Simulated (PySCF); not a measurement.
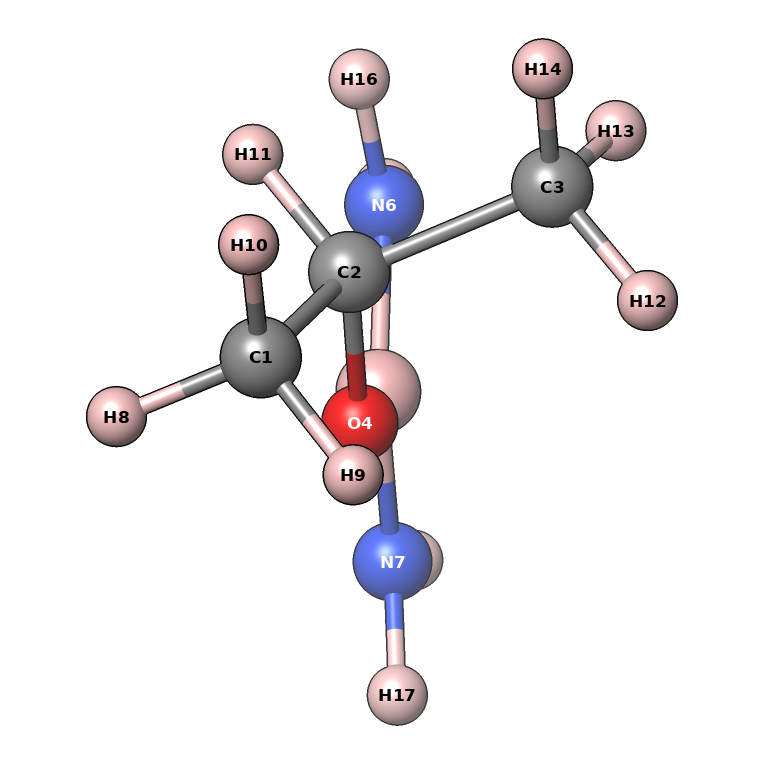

B5 lies behind O4. The molecule seen nearly along the O4–B5 bond, O4 in front. Depth is shown by fading: the farther an atom, the more it takes the colour of the background. Computed geometry: GFN2-xTB optimisation. No frequency run is at hand to confirm it as a minimum.

What is the torsion angle C2–O4–B5–N6? The sign is positive where the front bond must turn clockwise to cover the back bond.

−2°, synperiplanar (eclipsed).
